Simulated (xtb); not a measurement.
Geometry relaxation, with input and output: SF2 (part 2 of 2)

Continued. System: SF2 (sulfur difluoride), SMILES FSF. Method: GFN2-xTB (xtb 6.7.1). 

Geometry of the input (Å):
```
F  0.5288  1.0686  0.4205
S  -0.6509  0.0883  -0.2942
F  0.2556  -1.2918  -0.0486
```

Log, continued
```
 iter      E             dE          RMSdq      gap      omega  full diag
   1    -12.6929531 -0.126930E+02  0.800E-02    2.48       0.0  T
   2    -12.6929535 -0.377117E-06  0.343E-02    2.48       1.7  T
   3    -12.6929536 -0.749974E-07  0.515E-03    2.48      11.2  T
   4    -12.6929536 -0.280641E-08  0.281E-03    2.48      20.6  T
   5    -12.6929536 -0.105463E-08  0.529E-04    2.48     109.0  T
   6    -12.6929536 -0.219860E-10  0.163E-04    2.48     355.0  T
     SCC iter.                  ...        0 min,  0.000 sec
     gradient                   ...        0 min,  0.000 sec
 * total energy  :   -12.6866292 Eh     change       -0.4955337E-05 Eh
   gradient norm :     0.0005846 Eh/α   predicted    -0.6645462E-05 (  34.11%)
   displ. norm   :     0.0073649 α      lambda       -0.2303100E-05
   maximum displ.:     0.0073046 α      in ANC's #1, #2, #3, ...

........................................................................
.............................. CYCLE    6 ..............................
........................................................................

 iter      E             dE          RMSdq      gap      omega  full diag
   1    -12.6929123 -0.126929E+02  0.269E-02    2.49       0.0  T
   2    -12.6929123 -0.387048E-07  0.117E-02    2.49       5.0  T
   3    -12.6929123 -0.861491E-08  0.164E-03    2.49      35.2  T
   4    -12.6929123 -0.308551E-09  0.866E-04    2.49      66.7  T
   5    -12.6929123 -0.110616E-09  0.208E-04    2.49     278.2  T
     SCC iter.                  ...        0 min,  0.000 sec
     gradient                   ...        0 min,  0.000 sec
 * total energy  :   -12.6866309 Eh     change       -0.1712855E-05 Eh
   gradient norm :     0.0000647 Eh/α   predicted    -0.1151384E-05 ( -32.78%)
   displ. norm   :     0.0001008 α      lambda       -0.4191632E-08
   maximum displ.:     0.0000948 α      in ANC's #2, #3, #1, ...

........................................................................
.............................. CYCLE    7 ..............................
........................................................................

 iter      E             dE          RMSdq      gap      omega  full diag
   1    -12.6929137 -0.126929E+02  0.751E-04    2.49       0.0  T
   2    -12.6929137 -0.565207E-09  0.526E-04    2.49     109.7  T
   3    -12.6929137 -0.668265E-11  0.367E-04    2.49     157.4  T
     SCC iter.                  ...        0 min,  0.000 sec
     gradient                   ...        0 min,  0.000 sec
 * total energy  :   -12.6866309 Eh     change       -0.3840650E-08 Eh
   gradient norm :     0.0000325 Eh/α   predicted    -0.1999761E-08 ( -47.93%)
   displ. norm   :     0.0000792 α      lambda        0.1172956E-08
   maximum displ.:     0.0000726 α      in ANC's #3, #2, #1, ...

   *** GEOMETRY OPTIMIZATION CONVERGED AFTER 7 ITERATIONS ***

------------------------------------------------------------------------
 total energy gain   :        -0.0026365 Eh       -1.6545 kcal/mol
 total RMSD          :         0.0827353 a0        0.0438 Å
 total power (kW/mol):        -0.9888941 (step)-1025.9639 (real)
------------------------------------------------------------------------

 ANCopt (total)                0 d,  0 h,  0 min,  0.007 sec
 optimizer setup                ...        0 min,  0.000 sec (  0.917%)
 model hessian                  ...        0 min,  0.000 sec (  0.475%)
 ANC generation                 ...        0 min,  0.000 sec (  0.366%)
 coordinate transformation      ...        0 min,  0.000 sec (  0.315%)
 single point calculation       ...        0 min,  0.006 sec ( 91.108%)
 optimization log               ...        0 min,  0.000 sec (  1.994%)
 hessian update                 ...        0 min,  0.000 sec (  0.175%)
 rational function              ...        0 min,  0.000 sec (  2.165%)

================
 final structure:
================
3
 xtb: 6.7.1
F            0.50060625549820        1.08563255895452        0.40918524556949
S           -0.59767341234287        0.08564044109064       -0.26856367279988
F            0.23049715684468       -1.30616300004516       -0.06284157276961

 Bond Distances (Angstroems)
 ---------------------------
F1-S2=1.6327         S2-F1=1.6327         S2-F3=1.6326         F3-S2=1.6326
 S  F  Rav=1.6326 sigma=0.0000  Rmin=1.6326  Rmax=1.6327     2

 selected bond angles (degree)
 --------------------
F3-S2-F1= 97.39

 selected dihedral angles (degree)
 ---------------------------------

           -------------------------------------------------
          |                Final Singlepoint                |
           -------------------------------------------------

          ...................................................
          :                      SETUP                      :
          :.................................................:
          :  # basis functions                  18          :
          :  # atomic orbitals                  17          :
          :  # shells                            7          :
          :  # electrons                        20          :
          :  max. iterations                   250          :
          :  Hamiltonian                  GFN2-xTB          :
          :  restarted?                      false          :
          :  GBSA solvation                  false          :
          :  PC potential                    false          :
          :  electronic temp.          300.0000000     K    :
          :  accuracy                    1.0000000          :
          :  -> integral cutoff          0.2500000E+02      :
          :  -> integral neglect         0.1000000E-07      :
          :  -> SCF convergence          0.1000000E-05 Eh   :
          :  -> wf. convergence          0.1000000E-03 e    :
          :  Broyden damping             0.4000000          :
          :  net charge                          0          :
          :  unpaired electrons                  0          :
          ...................................................

 iter      E             dE          RMSdq      gap      omega  full diag
   1    -12.6929137 -0.126929E+02  0.583E-05    2.49       0.0  T
   2    -12.6929137 -0.275335E-12  0.285E-05    2.49    2023.6  T
   3    -12.6929137 -0.479616E-13  0.266E-06    2.49   21740.2  T

   *** convergence criteria satisfied after 3 iterations ***

         #    Occupation            Energy/Eh            Energy/eV
      -------------------------------------------------------------
         1        2.0000           -0.8499779             -23.1291
       ...           ...                  ...                  ...
         4        2.0000           -0.5802154             -15.7885
         5        2.0000           -0.5676716             -15.4471
         6        2.0000           -0.5512491             -15.0003
         7        2.0000           -0.5328148             -14.4986
         8        2.0000           -0.5275661             -14.3558
         9        2.0000           -0.5263009             -14.3214
        10        2.0000           -0.3871551             -10.5350 (HOMO)
        11                         -0.2956838              -8.0460 (LUMO)
        12                         -0.2382507              -6.4831
        13                         -0.0018582              -0.0506
        14                          0.0016337               0.0445
        15                          0.0155673               0.4236
       ...                                ...                  ...
        17                          0.5601568              15.2426
      -------------------------------------------------------------
                  HL-Gap            0.0914713 Eh            2.4891 eV
             Fermi-level           -0.3414194 Eh           -9.2905 eV

 SCC (total)                   0 d,  0 h,  0 min,  0.001 sec
 SCC setup                      ...        0 min,  0.000 sec (  3.826%)
 Dispersion                     ...        0 min,  0.000 sec (  0.626%)
 classical contributions        ...        0 min,  0.000 sec (  0.283%)
 integral evaluation            ...        0 min,  0.000 sec ( 30.392%)
 iterations                     ...        0 min,  0.000 sec ( 22.018%)
 molecular gradient             ...        0 min,  0.000 sec ( 37.821%)
 printout                       ...        0 min,  0.000 sec (  4.405%)

         :::::::::::::::::::::::::::::::::::::::::::::::::::::
         ::                     SUMMARY                     ::
         :::::::::::::::::::::::::::::::::::::::::::::::::::::
         :: total energy             -12.686630933961 Eh    ::
         :: gradient norm              0.000032088938 Eh/a0 ::
         :: HOMO-LUMO gap              2.489060420730 eV    ::
         ::.................................................::
         :: SCC energy               -12.692913699272 Eh    ::
         :: -> isotropic ES            0.017487609948 Eh    ::
         :: -> anisotropic ES         -0.000191303429 Eh    ::
         :: -> anisotropic XC          0.002543326668 Eh    ::
         :: -> dispersion             -0.000873792718 Eh    ::
         :: repulsion energy           0.006282765311 Eh    ::
         :: add. restraining           0.000000000000 Eh    ::
         :: total charge              -0.000000000000 e     ::
         :::::::::::::::::::::::::::::::::::::::::::::::::::::

           -------------------------------------------------
          |                Property Printout                |
           -------------------------------------------------

    * Orbital Energies and Occupations

         #    Occupation            Energy/Eh            Energy/eV
      -------------------------------------------------------------
         1        2.0000           -0.8499779             -23.1291
         2        2.0000           -0.8379025             -22.8005
         3        2.0000           -0.7346171             -19.9899
         4        2.0000           -0.5802154             -15.7885
         5        2.0000           -0.5676716             -15.4471
         6        2.0000           -0.5512491             -15.0003
         7        2.0000           -0.5328148             -14.4986
         8        2.0000           -0.5275661             -14.3558
         9        2.0000           -0.5263009             -14.3214
        10        2.0000           -0.3871551             -10.5350 (HOMO)
        11                         -0.2956838              -8.0460 (LUMO)
        12                         -0.2382507              -6.4831
        13                         -0.0018582              -0.0506
        14                          0.0016337               0.0445
        15                          0.0155673               0.4236
        16                          0.2057295               5.5982
        17                          0.5601568              15.2426
      -------------------------------------------------------------
                  HL-Gap            0.0914713 Eh            2.4891 eV
             Fermi-level           -0.3414194 Eh           -9.2905 eV

     #   Z          covCN         q      C6AA      α(0)
     1   9 F        0.787    -0.213    11.366     3.982
     2  16 S        1.574     0.425   124.736    18.808
     3   9 F        0.787    -0.213    11.365     3.982

 Mol. C6AA /au·bohr⁶  :        312.194939
 Mol. C8AA /au·bohr⁸  :      11000.183873
 Mol. α(0) /au        :         26.772111

Wiberg/Mayer (AO) data.
largest (>0.10) Wiberg bond orders for each atom

 ---------------------------------------------------------------------------
     #   Z sym  total        # sym  WBO       # sym  WBO       # sym  WBO
 ---------------------------------------------------------------------------
     1   9 F    1.170 --     2 S    1.126
     2  16 S    2.252 --     3 F    1.126     1 F    1.126
     3   9 F    1.170 --     2 S    1.126
 ---------------------------------------------------------------------------

Topologies differ in total number of bonds
Writing topology from bond orders to xtbtopo.mol

molecular dipole:
                 x           y           z       tot (Debye)
 q only:       -0.774       0.157      -0.355
   full:       -0.627       0.127      -0.287       1.782
molecular quadrupole (traceless):
                xx          xy          yy          xz          yz          zz
 q only:        1.411      -0.393      -2.324       0.149      -0.652       0.913
  q+dip:        1.101      -0.291      -2.890      -0.603      -0.865       1.789
   full:        1.241      -0.350      -2.168       0.049      -0.617       0.927

           -------------------------------------------------
          |                Geometry Summary                 |
           -------------------------------------------------

      molecular mass/u    :       70.0615937
   center of mass at/Å    :       -0.0752834      -0.0206059      -0.0289954
  moments of inertia/u·Å² :        0.2019503E+02   0.5715152E+02   0.7734655E+02
rotational constants/cm⁻¹ :        0.8347418E+00   0.2949638E+00   0.2179494E+00

optimized geometry written to: xtbopt.xyz

           -------------------------------------------------
          | TOTAL ENERGY              -12.686630933961 Eh   |
          | GRADIENT NORM               0.000032088938 Eh/α |
          | HOMO-LUMO GAP               2.489060420730 eV   |
           -------------------------------------------------

------------------------------------------------------------------------
------------------------------------------------------------------------
 total:
 *  cpu-time:     0 d,  0 h,  0 min,  0.016 sec
 * ratio c/w:     1.000 speedup
 SCF:
 *  cpu-time:     0 d,  0 h,  0 min,  0.002 sec
 * ratio c/w:     0.999 speedup
 ANC optimizer:
 *  cpu-time:     0 d,  0 h,  0 min,  0.008 sec
 * ratio c/w:     1.000 speedup
```

File xtbopt.xyz
```
3
 energy: -12.686630933961 gnorm: 0.000032088938 xtb: 6.7.1
F            0.50060625549820        1.08563255895452        0.40918524556949
S           -0.59767341234287        0.08564044109064       -0.26856367279988
F            0.23049715684468       -1.30616300004516       -0.06284157276961
```

Standard error
```
normal termination of xtb
```

Trajectory as extended XYZ (Å, eV, eV/Å), 7 frames, from step=0 to step=6
```
3
Properties=species:S:1:pos:R:3 step=0 energy=-345.14907
F     0.5288    1.0686    0.4205
S    -0.6509    0.0883   -0.2942
F     0.2556   -1.2918   -0.0486
3
Properties=species:S:1:pos:R:3 step=1 energy=-345.19377
F     0.5170    1.0857    0.4172
S    -0.6259    0.0858   -0.2823
F     0.2423   -1.3064   -0.0571
3
Properties=species:S:1:pos:R:3 step=2 energy=-345.22014
F     0.5004    1.0954    0.4105
S    -0.5945    0.0842   -0.2672
F     0.2275   -1.3145   -0.0655
3
Properties=species:S:1:pos:R:3 step=3 energy=-345.22063
F     0.5002    1.0909    0.4097
S    -0.5954    0.0848   -0.2676
F     0.2286   -1.3106   -0.0644
3
Properties=species:S:1:pos:R:3 step=4 energy=-345.22077
F     0.5008    1.0830    0.4089
S    -0.5987    0.0859   -0.2690
F     0.2314   -1.3038   -0.0621
3
Properties=species:S:1:pos:R:3 step=5 energy=-345.22081
F     0.5006    1.0857    0.4092
S    -0.5977    0.0856   -0.2686
F     0.2305   -1.3061   -0.0628
3
Properties=species:S:1:pos:R:3 step=6 energy=-345.22082
F     0.5006    1.0856    0.4092
S    -0.5977    0.0856   -0.2686
F     0.2305   -1.3062   -0.0628
```

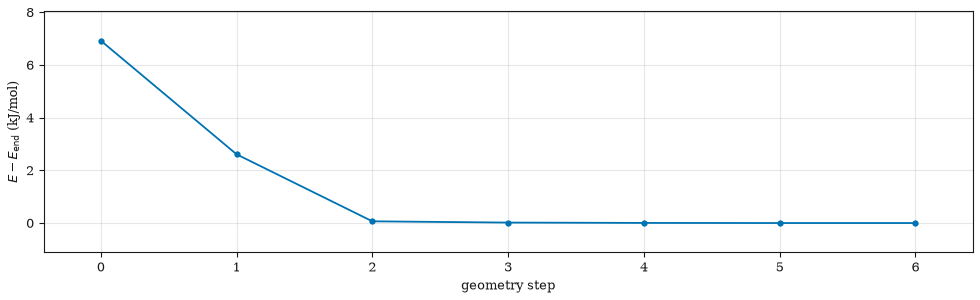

Progress of the relaxation, step by step (steps are counted from 0).

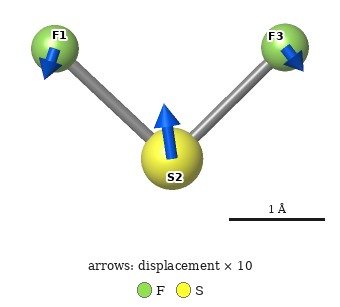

The starting structure with the displacements as blue arrows, magnified 10 times (ball-and-stick view, seen at a tilt). The two geometries are laid on each other by the best rigid fit. After 6 geometry steps the energy has fallen by 6.92 kJ/mol. S2 moves most after the best rigid fit: 0.059 Å. Largest moves by element: S 0.059 Å, F 0.035 Å. Distances before and after: F1–S2 1.692 → 1.633 Å, S2–F3 1.669 → 1.633 Å. Among the angles that change: F1–S2–F3 92.2° → 97.4°. (Atoms are counted from 1 in the order of the input.)

Results in brief

```csv
quantity,value
outcome,converged
electrons treated,20
total energy,−12.686631 hartree
dispersion energy,−0.000874 hartree
basis functions,18
HOMO,−10.54 eV
LUMO,−8.05 eV
dipole moment,1.78 D
hardware,"1 thread of Intel Xeon (Sapphire Rapids), 64 GiB of memory available, shared host"
peak memory,0.071 GiB
```

Settings chosen away from the usual ones: method = gfn2-xtb; task = optimise; x = {"model_hessian": "lindh-d2"}; opt_level = tight; partner = base.
